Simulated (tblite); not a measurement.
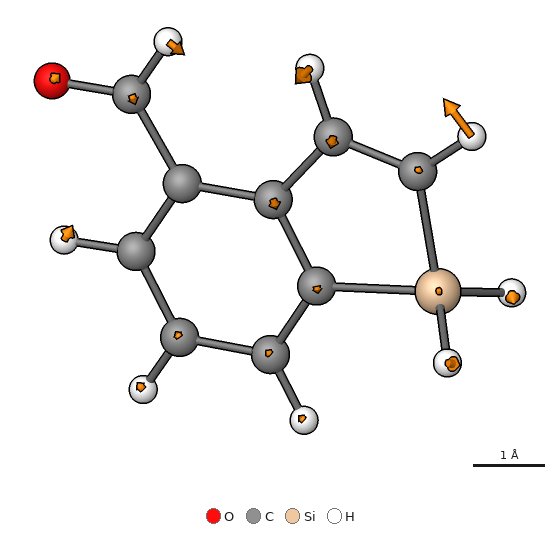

This is a relaxation of C$_{9}$H$_{8}$OSi. The starting structure is drawn; orange arrows show the displacements, magnified 5 times. The two geometries are superimposed by the best rigid fit.

Style: ball-and-stick. Shown at a tilt.

Theory: GFN2-xTB geometry optimisation, gas phase in tblite. 

Q: Atoms of which element are displaced furthest, and by how much?

A: Hydrogen: up to 0.14 Å, against 0.04 Å for carbon.

Q: Describe the change and its energy.

A: After 28 geometry steps the energy has fallen by 0.141 eV. The atom that moves furthest after the best rigid fit is an H atom (0.14 Å). By element the largest moves are H 0.14 Å, C 0.04 Å, O 0.04 Å, Si 0.02 Å. Near-neighbour distances that change, for instance: C–C 1.408 → 1.377 Å, C–C 1.493 → 1.466 Å, H–Si 1.490 → 1.463 Å, C–C 1.472 → 1.457 Å. Among the angles between lasting bonds that change: Si–C–H 120.5° → 127.4°, C–C–H 126.0° → 121.5°, H–Si–H 115.8° → 112.4°.
